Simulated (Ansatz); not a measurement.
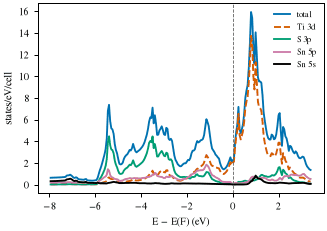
Fig. 1. Total and projected density of states of TiSnS in space group P4/nmm (No. 129; Ti on 2c, Sn on 2a, S on 2c), DFT-PBE in the program Ansatz with PAW potentials

### Question
Which orbitals carry the states next to the Fermi level?

### Answer
Within 0.5 eV of the Fermi level: Ti 3d 86 %, Sn 5p 6 %. Projections are on Löwdin-orthogonalised atomic valence shells; empty p or d shells of many metals are not among them.

### Question
Where is the tallest occupied peak in this window, and what makes it?

### Answer
Near -5.4 eV, about 7.4 states/eV per cell; the largest projected share is S 3p.

The start of the workflow was typed in or built on a structure type; neither database checked (COD, Materials Project) lists it. Its standing as an ambient phase is unchecked. The PBE relaxation kept the symmetry of its start; whether a distortion lowers the energy is not shown. The workflow began spin-polarised and lost its moments. Scalar-relativistic: spin–orbit coupling is off unless named, which matters more the heavier the elements.

Potentials: the later of the program's two PAW sets.
